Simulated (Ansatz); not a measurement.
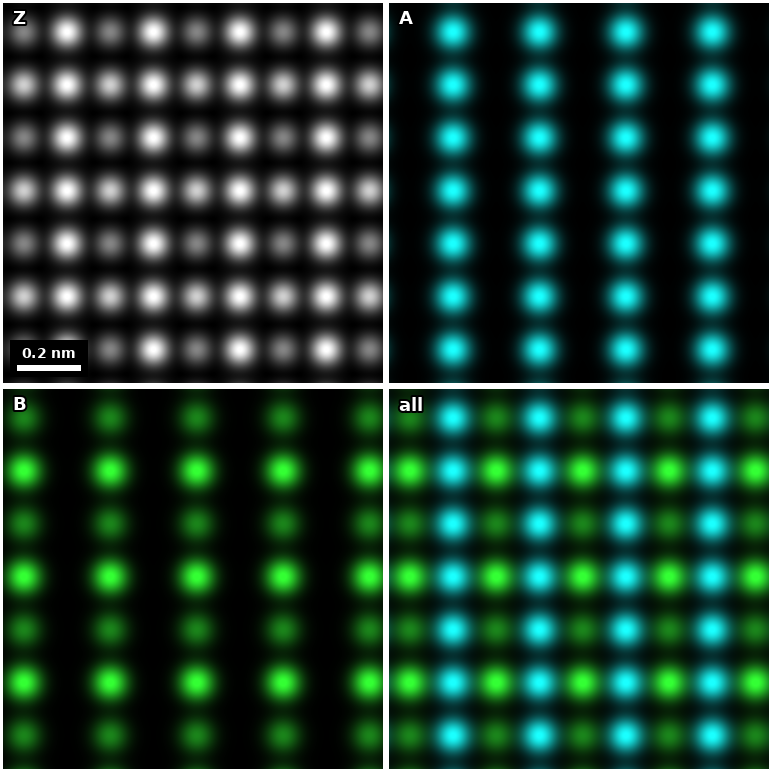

Na4HF3 (Pm-3m, No. 221) along [211]. Panel Z: Simulation: incoherent imaging, intensity Z^1.7 per atom, probe width 0.64 Å, thin sample. The probe carries 15 % of its weight in a tail 2.5 times as wide. The display is stretched by a gamma of 0.65; percentages refer to the linear signal. The other panels are simulated element maps (the number of atoms of one element along the beam, blurred by 0.9 Å; each on its own scale, no channelling); the last overlays them. Model: the geometry given to an electronic-structure calculation, possibly off equilibrium; the starting structure was generated, so it need not be a known form of this composition.

```cif
data_structure
_symmetry_space_group_name_H-M 'P 1'
_symmetry_Int_Tables_number 1
_cell_length_a 4.7275
_cell_length_b 4.7275
_cell_length_c 4.7275
_cell_angle_alpha 90.000
_cell_angle_beta 90.000
_cell_angle_gamma 90.000
_cell_volume 105.65
loop_
_atom_site_label
_atom_site_type_symbol
_atom_site_fract_x
_atom_site_fract_y
_atom_site_fract_z
_atom_site_occupancy
Na1 Na 0.00000 0.00000 0.00000 1
Na2 Na 0.50000 0.50000 0.00000 1
Na3 Na 0.50000 0.00000 0.50000 1
Na4 Na 0.00000 0.50000 0.50000 1
H1 H 0.50000 0.50000 0.50000 1
F1 F 0.00000 0.00000 0.50000 1
F2 F 0.00000 0.50000 0.00000 1
F3 F 0.50000 0.00000 0.00000 1
```

**Which element does each lettered map show?**

A: Na, B: F. The projected cell (2.73 × 3.34 Å, 90°) holds 4 columns: 2 of Na, 1 of F + H and 1 of F. No column is shared by two of the mapped elements.
